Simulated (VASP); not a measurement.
# SrIr2: structure and properties in VASP

Aim: relax SrIr2 with rev-vdW-DF2, compute its properties on that cell and hold them against experiment. The steps: relaxing cell and atoms (rev-vdW-DF2), single point with fields (rev-vdW-DF2), bands along the symmetry lines (rev-vdW-DF2), density of states (rev-vdW-DF2), zone-centre phonons (rev-vdW-DF2), volume scan with rev-vdW-DF2 and fit for rev-vdW-DF2. The start is a cell from a database of measured crystal structures.

Method: rev-vdW-DF2; plane waves and PAW (Sr_sv, Ir), in VASP 6.6.1.

Experimental background.

For SrIr2, cubic Laves phase C15 (MgCu2 type) (bulk crystal), “Strong-coupling superconductivity of SrIr2 and SrRh2: Phonon engineering of metallic Ir and Rh” (2021, arxiv:2108.03692) quotes earlier work: bulk modulus (K0, quoted from earlier experiment) 148.7 GPa [literature value quoted in the paper's theory part].

Most raw output is cut from this account.

The database entry behind the starting cell differs from later determinations by our own check (an axis about 1.2 % short against later determinations), so it need not match the best structure at ambient conditions.

## (1) The starting structure

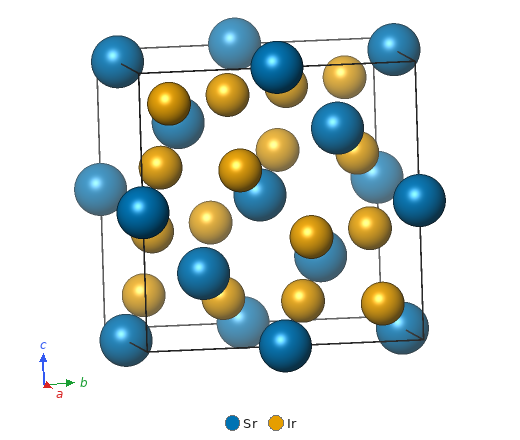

The cell as given, slightly off an axis (strontium blue, iridium orange). This picture shows the conventional cell, with its axes. Some periodic images of atoms are drawn too.

Coordinates:

```
Sr Ir
1.0
     0.00000    3.85000    3.85000
     3.85000    0.00000    3.85000
     3.85000    3.85000    0.00000
Sr Ir
2 4
Cartesian
  0.0000 0.0000 0.0000
  1.9250 1.9250 1.9250
  4.8125 4.8125 4.8125
  4.8125 2.8875 2.8875
  2.8875 2.8875 4.8125
  2.8875 4.8125 2.8875
```

## (2) Relaxing cell and atoms (rev-vdW-DF2)

Properties are meant for the cell that this level of theory prefers, so cell and atoms are relaxed first (ISIF = 3) until forces and stress are small; EDIFFG sets the threshold. rev-vdW-DF2 revises the exchange of vdW-DF2 for solids. LUSE_VDW switches on a nonlocal correlation term for dispersion.

The input, INCAR:

```
SYSTEM = SrIr2
PREC = Accurate
ENCUT = 400
EDIFF = 1E-06
NELM = 100
ISMEAR = 1
SIGMA = 0.2
LREAL = .FALSE.
ALGO = Normal
GGA = MK
AGGAC = 0
LUSE_VDW = .TRUE.
PARAM1 = 0.1234
PARAM2 = 0.711357
ZAB_VDW = -1.8867
LASPH = .TRUE.
NBANDS = 34
LORBIT = 11
LWAVE = .FALSE.
LCHARG = .FALSE.
KPAR = 4
IBRION = 2
NSW = 60
ISIF = 3
EDIFFG = -0.01
```

The input, POSCAR:

```
SrIr2
1.0
    0.0000000000      3.8500000000      3.8500000000
    3.8500000000      0.0000000000      3.8500000000
    3.8500000000      3.8500000000      0.0000000000
Sr Ir
2 4
Direct
    0.0000000000      0.0000000000      0.0000000000
    0.2500000000      0.2500000000      0.2500000000
    0.6250000000      0.6250000000      0.6250000000
    0.1250000000      0.6250000000      0.6250000000
    0.6250000000      0.6250000000      0.1250000000
    0.6250000000      0.1250000000      0.6250000000
```

The input, KPOINTS:

```
Automatic mesh
0
Gamma
5 5 5
0 0 0
```

PAW data sets: Sr_sv and Ir (PBE family, release 64).

Launch:

```bash
mpirun -np 4 vasp_std
```

The job ended after 3.3 min (4 MPI ranks of Intel Xeon 6975P-C (Granite Rapids), shared host; peak memory 1.9 GiB; 13 min of CPU time).

The k-mesh is coarse for a metal. The PAW data sets were made with PBE, which is usual practice but a small mismatch for other functionals. The run keeps the 48 symmetry operations of its start, so it cannot find a distortion of lower symmetry.

Little changed from the start: no atom moved by 0.005 Å and no cell edge by 0.1 %.

This step gave:

```
electrons                       : 56
bands                           : 34
irreducible k-points            : 10
symmetry operations             : 48
free energy (TOTEN)             : -28.24 eV
energy at zero smearing         : -28.24 eV
Fermi energy                    : 5.912 eV
pressure                        : 0.02028 GPa
metallic                        : yes
SCF cycles over all ionic steps : 37
```

It ends with forces that vanish by symmetry and a pressure of 0.02 GPa. The volume lies +0.3 % from that of the database's start.

## (3) Single point with fields (rev-vdW-DF2)

The relaxed cell gets a fresh self-consistent run, on a basis set for its own volume, to fix the density and to check the remaining stress.

Changes to INCAR since step 2:

```diff
@@ -19,7 +19,5 @@
 LWAVE = .FALSE.
-LCHARG = .FALSE.
-KPAR = 4
-IBRION = 2
-NSW = 60
-ISIF = 3
-EDIFFG = -0.01
+LCHARG = .TRUE.
+ISIF = 2
+LELF = .TRUE.
+LVHAR = .TRUE.
```

Changes to POSCAR since step 2:

```diff
@@ -2,5 +2,5 @@
 1.0
-    0.0000000000      3.8500000000      3.8500000000
-    3.8500000000      0.0000000000      3.8500000000
-    3.8500000000      3.8500000000      0.0000000000
+    0.0000000000      3.8534166013      3.8534166013
+    3.8534166013      0.0000000000      3.8534166013
+    3.8534166013      3.8534166013      0.0000000000
 Sr Ir
```

KPOINTS is that of step 2.

Launch:

```bash
mpirun -np 4 vasp_std
```

Wall time 23 s (4 MPI ranks); peak memory 1 GiB.

Numbers from this step:

- SCF cycles: 13
- bands: 36
- Fermi energy: 5.913 eV
- pressure: 0.006136 GPa

Valence electrons inside each PAW sphere by angular momentum. Sphere charges, by row:

| atom | s (e) | p (e) | d (e) | tot (e) |
| --- | --- | --- | --- | --- |
| Sr1 | 2.036 | 5.762 | 0.333 | 8.132 |
| Sr2 | 2.036 | 5.762 | 0.333 | 8.132 |
| Ir3 | 0.727 | 0.478 | 7.023 | 8.228 |
| Ir4 | 0.727 | 0.478 | 7.023 | 8.228 |
| Ir5 | 0.727 | 0.478 | 7.023 | 8.228 |
| Ir6 | 0.727 | 0.478 | 7.023 | 8.228 |

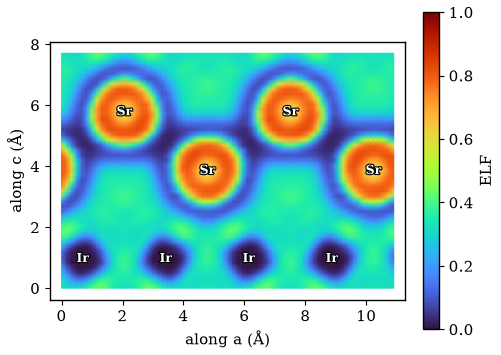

ELF in the ac plane of a cell with a along [110], b along [-110] and c along [001] of the cube at fractional y = 0.000, with atoms of Sr and Ir within 0.2 Å of it. It is the smooth field of the valence electrons, not physical close to the nuclei. The map starts off the cell's origin, so that atoms lie inside it.

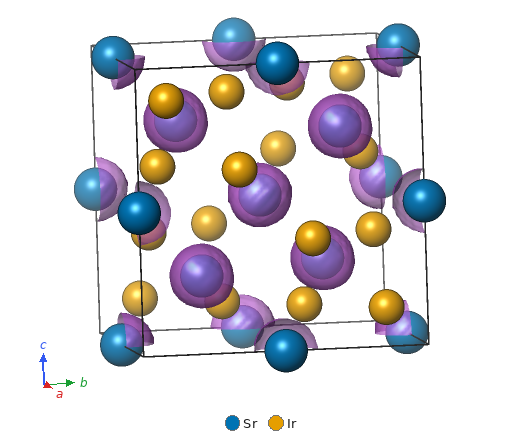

Surface of ELF = 0.75.

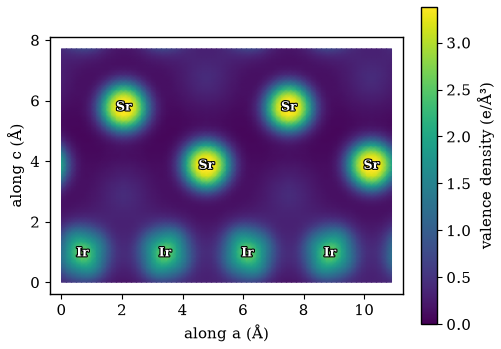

Valence density in the ac plane of a cell with a along [110], b along [-110] and c along [001] of the cube at fractional y = 0.000, with atoms of Sr and Ir within 0.2 Å of it. It is the smooth field of the valence electrons, not physical close to the nuclei. The map starts off the cell's origin, so that atoms lie inside it.

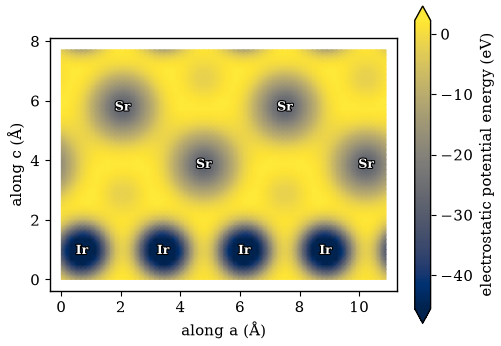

Electrostatic potential energy in the ac plane of a cell with a along [110], b along [-110] and c along [001] of the cube at fractional y = 0.000, with atoms of Sr and Ir within 0.2 Å of it. With pseudopotentials it is smooth inside the atoms' cores, unlike the true potential. The map starts off the cell's origin, so that atoms lie inside it.

In this run the pressure is 0.01 GPa, small enough to go on.

## (4) Bands along the symmetry lines (rev-vdW-DF2)

Levels along the symmetry lines show where the bands peak and cross; KPOINTS_OPT computes them in the converged potential.

Changes to INCAR since step 3:

```diff
@@ -16,8 +16,6 @@
 LASPH = .TRUE.
-NBANDS = 34
+NBANDS = 44
 LORBIT = 11
 LWAVE = .FALSE.
-LCHARG = .TRUE.
-ISIF = 2
-LELF = .TRUE.
-LVHAR = .TRUE.
+LCHARG = .FALSE.
+KPAR = 4
```

POSCAR is that of step 3.

KPOINTS is that of step 3.

The input, KPOINTS_OPT:

```
Line mode
16
Line-mode
Reciprocal
  0.00000000   0.00000000   0.00000000 GAMMA
  0.50000000   0.00000000   0.50000000 X

  0.50000000   0.00000000   0.50000000 X
  0.50000000   0.25000000   0.75000000 W

  0.50000000   0.25000000   0.75000000 W
  0.37500000   0.37500000   0.75000000 K

  0.37500000   0.37500000   0.75000000 K
  0.00000000   0.00000000   0.00000000 GAMMA

  0.00000000   0.00000000   0.00000000 GAMMA
  0.50000000   0.50000000   0.50000000 L

  0.50000000   0.50000000   0.50000000 L
  0.62500000   0.25000000   0.62500000 U

  0.62500000   0.25000000   0.62500000 U
  0.50000000   0.25000000   0.75000000 W

  0.50000000   0.25000000   0.75000000 W
  0.50000000   0.50000000   0.50000000 L

  0.50000000   0.50000000   0.50000000 L
  0.37500000   0.37500000   0.75000000 K

  0.62500000   0.25000000   0.62500000 U
  0.50000000   0.00000000   0.50000000 X
```

Launch:

```bash
mpirun -np 4 vasp_std
```

The job ended after 1.7 min (4 MPI ranks; peak memory 1.9 GiB).

Spin-orbit coupling is off here; with elements this heavy it splits and shifts levels by tenths of an eV or more.

This step gave:

```yaml
bands: 44
pressure: 0.008212 GPa
```

The electronic bands at the labelled points (eV, zero at the Fermi level; # counts the bands kept):

| point | #17 | #18 | #19 | #20 | #21 | #22 | #23 | #24 |
| --- | --- | --- | --- | --- | --- | --- | --- | --- |
| Γ | -0.18 | -0.18 | 0.90 | 0.90 | 1.35 | 1.42 | 1.42 | 1.42 |
| X | -1.56 | -1.56 | -0.29 | -0.29 | -0.17 | -0.17 | 1.89 | 1.89 |
| W | -0.83 | -0.83 | -0.77 | -0.77 | 0.29 | 0.29 | 1.56 | 1.56 |
| K | -1.31 | -1.07 | -0.69 | -0.56 | -0.01 | 0.30 | 1.30 | 2.33 |
| Γ | -0.18 | -0.18 | 0.90 | 0.90 | 1.35 | 1.42 | 1.42 | 1.42 |
| L | -0.41 | -0.41 | -0.36 | 0.02 | 0.02 | 1.94 | 2.24 | 2.60 |
| U | -1.31 | -1.07 | -0.69 | -0.56 | -0.01 | 0.30 | 1.30 | 2.33 |
| W | -0.83 | -0.83 | -0.77 | -0.77 | 0.29 | 0.29 | 1.56 | 1.56 |
| L | -0.41 | -0.41 | -0.36 | 0.02 | 0.02 | 1.94 | 2.24 | 2.60 |
| K | -1.31 | -1.07 | -0.69 | -0.56 | -0.01 | 0.30 | 1.30 | 2.33 |
| jump to U | -1.31 | -1.07 | -0.69 | -0.56 | -0.01 | 0.30 | 1.30 | 2.33 |
| X | -1.56 | -1.56 | -0.29 | -0.29 | -0.17 | -0.17 | 1.89 | 1.89 |

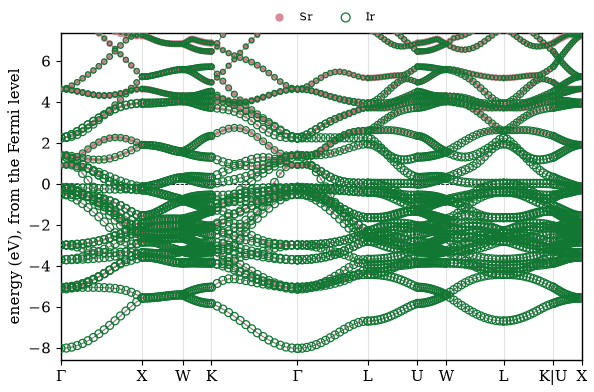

Electronic bands along the path; dots are coloured as in the legend, and their area grows with the weight.

There is no gap at this level.

## (5) Density of states (rev-vdW-DF2)

A density of states needs more k-points than a total energy; ISMEAR = -5 takes tetrahedra, and LORBIT projects the states on the PAW spheres. The mesh is finer than in the run before.

Changes to INCAR since step 4:

```diff
@@ -5,3 +5,3 @@
 NELM = 100
-ISMEAR = 1
+ISMEAR = -5
 SIGMA = 0.2
@@ -21 +21,2 @@
 KPAR = 4
+NEDOS = 2001
```

POSCAR is that of step 4.

The input, KPOINTS:

```
Automatic mesh
0
Gamma
8 8 8
0 0 0
```

Launch:

```bash
mpirun -np 4 vasp_std
```

The job ended after 57 s (4 MPI ranks; peak memory 2.1 GiB).

With tetrahedra the forces and stress of a metal are not exact derivatives of the energy.

Numbers from this step:

| Property | Result |
| --- | --- |
| irreducible k-points | 29 |
| free energy (TOTEN) | -28.26 eV |
| Fermi energy | 5.922 eV |
| pressure | -0.06120 GPa |
| DOS at the Fermi level | 9.422 states/eV/cell |

The density of states has structure finer than the step of the table below, so its rows give means over 1 eV, whole bins alone (the curve runs from -12.0 to 2.18 eV). Peaks (eV: height): total -3.5: 11.2, -3.2: 14.4, -2.9: 12.6, -0.5: 14.9; Ir d -3.2: 10.6, -2.9: 9.21, -0.5: 12.5, 0.0: 9.26; Ir p -2.9: 0.591, -2.3: 0.621, -2.0: 0.702, 1.3: 1.20; Ir s -6.7: 0.701, -5.0: 1.05, -3.9: 0.930, -3.6: 0.583; Sr d -3.2: 0.241, -2.9: 0.230, -0.6: 0.242, 1.2: 0.365.

States under -12.0 eV and over 2.2 eV are left out. Density of states against energy, zero at the Fermi level; means over each step; values in states/eV/cell:

| energy (eV) | total | Ir d | Ir p | Ir s | Sr d | Sr p | Sr s |
| --- | --- | --- | --- | --- | --- | --- | --- |
| -9 | 0 | 0 | 0 | 0 | 0 | 0 | 0 |
| -8 | 0.136 | 0.0351 | 0.00254 | 0.0725 | 0 | 9.1e-4 | 0.00167 |
| -7 | 0.938 | 0.297 | 0.0476 | 0.440 | 0.00215 | 0.0140 | 0.00476 |
| -6 | 0.937 | 0.317 | 0.0731 | 0.396 | 0.00556 | 0.0150 | 0.00135 |
| -5 | 2.96 | 1.68 | 0.129 | 0.614 | 0.0407 | 0.0198 | 0.0148 |
| -4 | 6.21 | 4.30 | 0.233 | 0.495 | 0.0643 | 0.0583 | 0.0587 |
| -3 | 8.87 | 6.46 | 0.359 | 0.312 | 0.153 | 0.118 | 0.0482 |
| -2 | 8.03 | 5.54 | 0.539 | 0.296 | 0.178 | 0.123 | 0.0278 |
| -1 | 8.05 | 6.07 | 0.398 | 0.214 | 0.175 | 0.0965 | 0.0113 |
| 0 | 6.08 | 5.16 | 0.271 | 0.0493 | 0.0775 | 0.0157 | 0.00167 |
| 1 | 3.46 | 1.99 | 0.541 | 0.0543 | 0.162 | 0.0348 | 0.0385 |

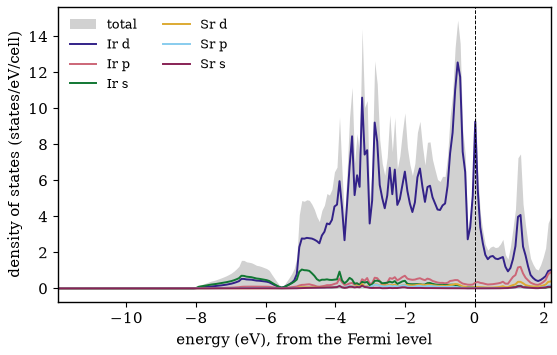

Density of states against energy.

The finer mesh and the other smearing move the Fermi level by +0.01 eV from the 5×5×5 run, a small shift, which tests the Fermi level alone. Of the states within 0.3 eV of the Fermi level, the largest shares in the PAW spheres are Ir d 86 %. The rest lies in smaller channels or between the spheres.

## (6) Zone-centre phonons (rev-vdW-DF2)

Zone-centre modes test whether the atoms sit at a minimum within this cell. IBRION = 6 takes the force constants from differences of forces between displaced cells, so the forces must be tight.

The input, INCAR:

```
SYSTEM = SrIr2
PREC = Accurate
ENCUT = 400
EDIFF = 1E-08
NELM = 100
ISMEAR = 1
SIGMA = 0.2
LREAL = .FALSE.
ALGO = Normal
GGA = MK
AGGAC = 0
LUSE_VDW = .TRUE.
PARAM1 = 0.1234
PARAM2 = 0.711357
ZAB_VDW = -1.8867
LASPH = .TRUE.
NBANDS = 34
LORBIT = 11
LWAVE = .FALSE.
LCHARG = .FALSE.
KPAR = 4
IBRION = 6
NFREE = 2
POTIM = 0.015
ISIF = 2
NSW = 1
```

POSCAR is that of step 5.

The input, KPOINTS:

```
Automatic mesh
0
Gamma
7 7 7
0 0 0
```

Launch:

```bash
mpirun -np 4 vasp_std
```

The job ended after 6.2 min (4 MPI ranks; peak memory 2.6 GiB).

The last energy, forces, stress and levels in OUTCAR belong to the last displaced cell, not to the cell of POSCAR.

This step gave:

```yaml
bands: 34
irreducible_k_points: 20
pressure_of_the_cell: -0.05663 GPa
largest_force_of_the_cell: 0 eV/Å
```

The modes at Γ (shares of kinetic energy by element, %):

| mode | frequency (cm⁻¹) | symmetry | Sr % | Ir % |
| --- | --- | --- | --- | --- |
| 1 | -0.1 | acoustic | 19 | 81 |
| 2 | -0.1 | acoustic | 19 | 81 |
| 3 | -0.1 | acoustic | 19 | 81 |
| 4 | 24.8 | T1u | 9 | 91 |
| 5 | 24.8 | T1u | 9 | 91 |
| 6 | 24.8 | T1u | 9 | 91 |
| 7 | 59.9 | Eu | 0 | 100 |
| 8 | 59.9 | Eu | 0 | 100 |
| 9 | 92.9 | T2u | 0 | 100 |
| 10 | 92.9 | T2u | 0 | 100 |
| 11 | 92.9 | T2u | 0 | 100 |
| 12 | 153.8 | T1u | 72 | 28 |
| 13 | 153.8 | T1u | 72 | 28 |
| 14 | 153.8 | T1u | 72 | 28 |
| 15 | 166.9 | T2g | 100 | 0 |
| 16 | 166.9 | T2g | 100 | 0 |
| 17 | 166.9 | T2g | 100 | 0 |
| 18 | 192.5 | A2u | 0 | 100 |

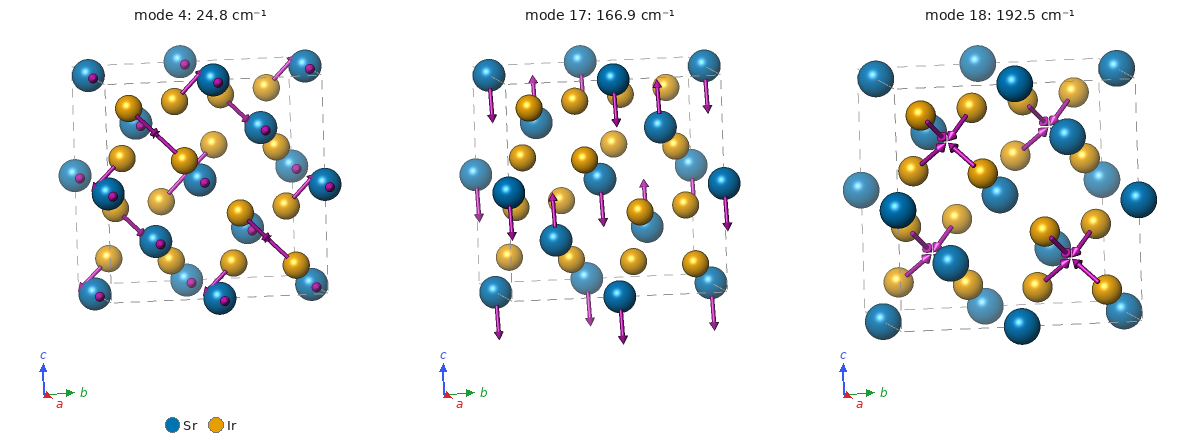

Displacement patterns of modes 4, 17 and 18 at Γ; arrows are exaggerated. Some periodic images of atoms are drawn too.

The three acoustic modes lie within 0.1 cm⁻¹ of zero, and all others are real. By the characters of their eigenvectors the optical modes sort into (cm⁻¹) Raman active: T2g 167; infrared active: T1u 25, T1u 154; silent: Eu 60, T2u 93, A2u 192. With a centre of inversion no mode is active in both.

## (7) Volume scan with rev-vdW-DF2

An equation of state needs energies on both sides of the minimum, all on one mesh and cutoff.

Changes to INCAR since step 6:

```diff
@@ -3,3 +3,3 @@
 ENCUT = 400
-EDIFF = 1E-08
+EDIFF = 1E-06
 NELM = 100
@@ -21,6 +21,2 @@
 KPAR = 4
-IBRION = 6
-NFREE = 2
-POTIM = 0.015
 ISIF = 2
-NSW = 1
```

Changes to POSCAR since step 6:

```diff
@@ -2,5 +2,5 @@
 1.0
-    0.0000000000      3.8534166013      3.8534166013
-    3.8534166013      0.0000000000      3.8534166013
-    3.8534166013      3.8534166013      0.0000000000
+    0.0000000000      3.7747533737      3.7747533737
+    3.7747533737      0.0000000000      3.7747533737
+    3.7747533737      3.7747533737      0.0000000000
 Sr Ir
```

The input, KPOINTS:

```
Automatic mesh
0
Gamma
5 5 5
0 0 0
```

Launch:

```bash
mpirun -np 4 vasp_std
```

Wall time 61 s (4 MPI ranks); peak memory 1.9 GiB; 4 min of CPU time.

The scan keeps the cell's shape and the fractional positions fixed.

This step gave:

- SCF cycles: 14
- irreducible k-points: 10
- free energy (TOTEN): -28.01 eV
- energy at zero smearing: -28.01 eV
- Fermi energy: 6.579 eV
- pressure: 11.38 GPa

The pressure here is 11.38 GPa.

## (8) Volume scan with rev-vdW-DF2 (run 2)

INCAR is that of step 7.

Changes to POSCAR since step 7:

```diff
@@ -2,5 +2,5 @@
 1.0
-    0.0000000000      3.7747533737      3.7747533737
-    3.7747533737      0.0000000000      3.7747533737
-    3.7747533737      3.7747533737      0.0000000000
+    0.0000000000      3.8013370198      3.8013370198
+    3.8013370198      0.0000000000      3.8013370198
+    3.8013370198      3.8013370198      0.0000000000
 Sr Ir
```

KPOINTS is that of step 7.

Launch:

```bash
mpirun -np 4 vasp_std
```

Run time: 66 s. Hardware: 4 MPI ranks; peak memory 1.9 GiB; 4.3 min of CPU time.

This step gave:

- SCF cycles: 13
- free energy (TOTEN): -28.15 eV
- energy at zero smearing: -28.14 eV
- Fermi energy: 6.347 eV
- pressure: 7.147 GPa

The pressure falls from 11.38 to 7.15 GPa.

The run ends at a pressure of 7.15 GPa.

## (9) Volume scan with rev-vdW-DF2 (run 3)

INCAR is that of step 8.

Changes to POSCAR since step 8:

```diff
@@ -2,5 +2,5 @@
 1.0
-    0.0000000000      3.8013370198      3.8013370198
-    3.8013370198      0.0000000000      3.8013370198
-    3.8013370198      3.8013370198      0.0000000000
+    0.0000000000      3.8275539657      3.8275539657
+    3.8275539657      0.0000000000      3.8275539657
+    3.8275539657      3.8275539657      0.0000000000
 Sr Ir
```

KPOINTS is that of step 8.

Launch:

```bash
mpirun -np 4 vasp_std
```

Wall time 68 s (4 MPI ranks); peak memory 1.9 GiB.

The pressure falls from 7.15 to 3.37 GPa.

The run ends at a pressure of 3.37 GPa.

## (10) Volume scan with rev-vdW-DF2 (run 4)

INCAR is that of step 9.

Changes to POSCAR since step 9:

```diff
@@ -2,5 +2,5 @@
 1.0
-    0.0000000000      3.8275539657      3.8275539657
-    3.8275539657      0.0000000000      3.8275539657
-    3.8275539657      3.8275539657      0.0000000000
+    0.0000000000      3.8534166013      3.8534166013
+    3.8534166013      0.0000000000      3.8534166013
+    3.8534166013      3.8534166013      0.0000000000
 Sr Ir
```

KPOINTS is that of step 9.

Launch:

```bash
mpirun -np 4 vasp_std
```

Run time: 48 s. Hardware: 4 MPI ranks; peak memory 1.9 GiB.

The pressure falls from 3.37 to 0.00 GPa.

The run ends at a pressure of 0.00 GPa.

[end of part 1 of 2]

[Lines on the potential files, build, host, timing and source positions are cut from VASP's logs without a mark.]

[Logs are printed without paths, hosts, clocks, repeated set-up lines and the standing remarks that a program may print on its own settings, such as how far it seeks lower states.]

[Hosts, paths, dates, database ids (printed as entryN), source tags and the programs' standing remarks are cut or masked in the printed files.]

[A measured line is paired with the nearest computed mode of its activity, which favours agreement.]

[In band tables of VASP the shares of atoms and orbitals are scaled to a sum of 1 inside the atoms' spheres.]
